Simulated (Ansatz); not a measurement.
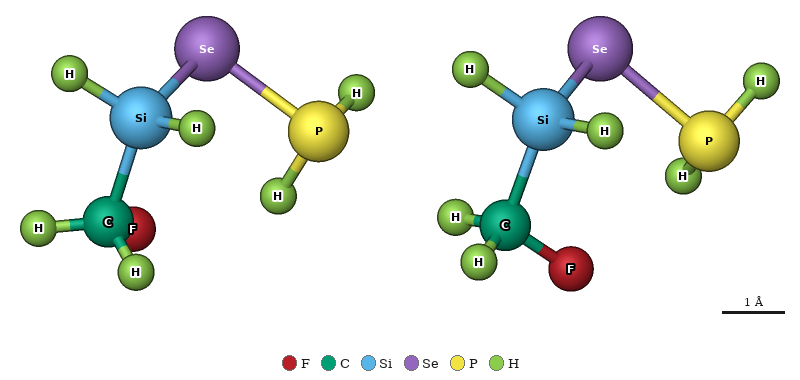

Two geometries of CH6FPSeSi, drawn at one scale. One is the start of a relaxation, the other its converged end. Style: ball-and-stick. Shown at a tilt.

Level of theory: RKS PBE-D4/def2-SVP in Ansatz. Settings: no spin polarisation; force threshold 0.015 eV/Å; at most 40 steps.

**Which one is relaxed?**

The right one is the relaxed one. The run prepares an end point of a later path (torsion) calculation, from a guessed geometry. The F atom moves most after the best rigid fit: 1.19 Å. By element the largest moves are F 1.19 Å, H 1.00 Å, P 0.40 Å, C 0.13 Å, Se 0.13 Å, Si 0.08 Å. Near-neighbour distances that change, for instance: H–Si 1.407 → 1.503 Å, C–F 1.313 → 1.397 Å, P–Se 2.252 → 2.320 Å, Se–Si 2.352 → 2.296 Å. Bond angles that change, for instance: Se–P–H 91.5° → 97.0°, Se–Si–H 109.8° → 106.6°, C–Si–Se 107.1° → 109.4°. Groups turn about C–Si by about 55°, P–Se by about 30°. The energy falls by 0.635 eV in 13 accepted moves (16 points after the start). The largest force component goes from 2.8 to 0.015 eV/Å. The line search rejected the trial steps at points 10, 12, 14 of the run.
